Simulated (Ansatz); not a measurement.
Mo2C3

Input

```
crystal:
  lattice:
    - [3.9572687888, 0.0, 0.0]
    - [0.0, 3.9572687888, 0.0]
    - [0.0, 0.0, 3.9572687888]
  atoms:
    - { symbol: Mo, position: [0.5, 0.5, 0.5] }
    - { symbol: Mo, position: [0.0, 0.0, 0.0], spin: 1.85 }
    - { symbol: C, position: [0.0, 0.5, 0.5] }
    - { symbol: C, position: [0.5, 0.0, 0.5] }
    - { symbol: C, position: [0.5, 0.5, 0.0] }
basis:
  ecutwfc: 420
kpoints:
  mp_grid: { grid: [10, 10, 10] }
hamiltonian:
  xc: pbe
scf:
  occupations: { method: gaussian, width: 0.1 }
output:
  forces: true
  stress: true
  eigenvalues: true
  populations: true
  write_density: true
  write_potential: true
  elf: true
  volumetric_format: npy
magnetization:
  spin_polarized: true
relax:
  adjacent_minimum: "off"
  f_tol: 0.01
  max_steps: 80
  cell: { stress_tol: 0.05 }
```

Run with:

```sh
ansatz run input.yaml --threads 1 --pin off --max-ram 2048MiB --backend cpu --events-out ev --progress --plain --runs-dir out
```

Below, planes, directions and counts refer to the conventional cell (a = 3.99 Å, b = 3.99 Å, c = 3.99 Å, α = 90.00°, β = 90.00°, γ = 90.00°).

The fields are those of the run's last geometry, not of the input's.

Space group Pm-3m; a structure generated by program, which may or may not match a known phase; spin-polarised.

Level of theory: Ansatz 0.2.0, DFT PBE, scalar-relativistic, plane waves, PAW.

Question: What can the converged valence pseudo-density, electron localisation function and spin density tell about the bonding?

Answer: Mo–C (1.99 Å): ρ is about 0.98 e/Å³ halfway; the ELF peaks at about 0.90 in the valence shell of C, 0.6 Å from its nucleus, and is about 0.35 at the midpoint.
The spin density sits on Mo: +2.0 μB in one cell of 5 atoms, with smaller moments on C (up to −0.10 μB): parallel main moments, as they must be, since the calculation's own cell holds one magnetic site. The cell of the calculation (5 atoms) carries 1.9 μB of net spin moment.

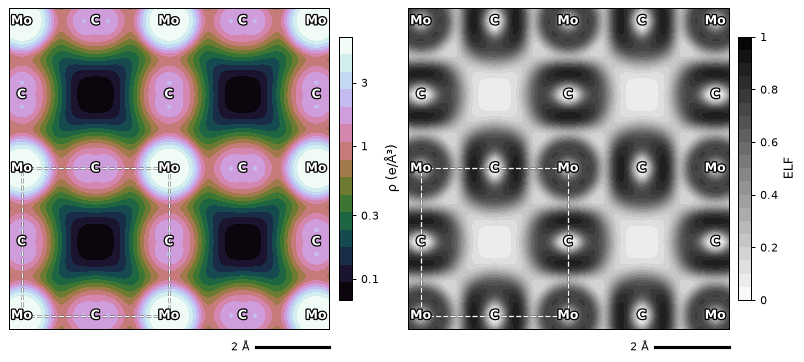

Computed valence pseudo-density and electron localisation function on the (001) plane of the conventional cell, in this order. 

In a PAW calculation such maps are meaningful between the atoms, not at the nuclei.
